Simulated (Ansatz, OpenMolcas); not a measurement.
Predicting a hybrid from its neighbours: H3NO (hydroxylamine)

The species is H3NO (5 atoms), meant as a singlet with charge 0. SMILES: `NO`. Geometry: relaxed at PBE0-D4/def2-TZVP. This is one conformer, not always the lowest.

The electronic atomisation energy y, in eV, basis def2-TZVPP; a is the functional's share of exact exchange. Programs: Ansatz 0.2.0, OpenMolcas 26.06.

| functional | program | a | y (eV) |
| --- | --- | --- | --- |
| PBE | Ansatz | 0 | 16.13 |
| TPSS | OpenMolcas | 0 | 15.62 |
| B3LYP | Ansatz | 0.2 | 15.63 |
| PBE0 | Ansatz | 0.25 | ? |
| BHLYP | Ansatz | 0.5 | 14.66 |

Task: Fit y = c + s·a to the known rows and predict PBE0.

Result: 
1. Means of the 4 rows: a = 0.1750, y = 15.510.
2. Σ(Δa)² = 0.1675, Σ(Δa·Δy) = -0.401, so the slope is -0.401/0.1675 = -2.394.
3. Intercept: 15.510 − (-2.394) × 0.1750 = 15.929. The largest residual of the fit is 0.31.
4. PBE0: 15.929 + (-2.394) × 0.25 = 15.33 eV.

The run gave 15.44 eV, so the prediction is off by -0.11 eV, within the largest residual. The rows mix families of semi-local functionals, which the line can't see.

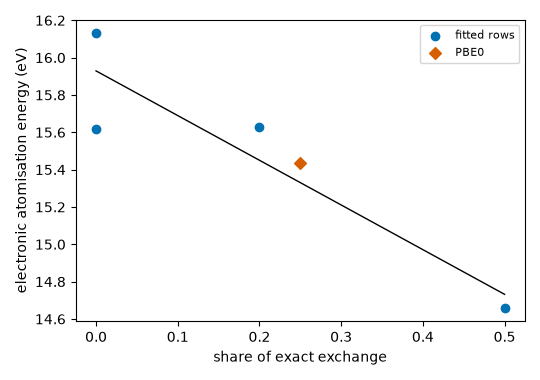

The fitted line, with the withheld row.
